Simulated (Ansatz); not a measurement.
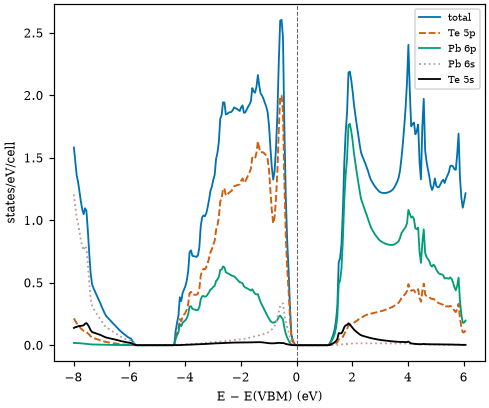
Total and projected density of states of TePb (rock salt, Fm-3m), the program Ansatz at the r²SCAN level (PAW)

Q: Which orbitals carry the states next to the gap?

A: Top 1 eV of the valence band: Te 5p 76 %, Pb 6s 12 %, Pb 6p 10 %. Bottom 1 eV of the conduction band: Pb 6p 79 %, Te 5s 9 %, Te 5p 7 %. Projections are on Löwdin-orthogonalised atomic valence shells; empty p or d shells of many metals are not among them.

Q: Where is the tallest occupied peak in this window, and what makes it?

A: Near -0.5 eV, about 2.6 states/eV per cell; the largest projected share is Te 5p.

The cell was relaxed with r²SCAN under the symmetry of its start; of distortions, only those at the zone centre were tested. Scalar-relativistic: spin–orbit coupling is off unless named, which matters more the heavier the elements.

Potentials: the later of the program's two PAW sets.
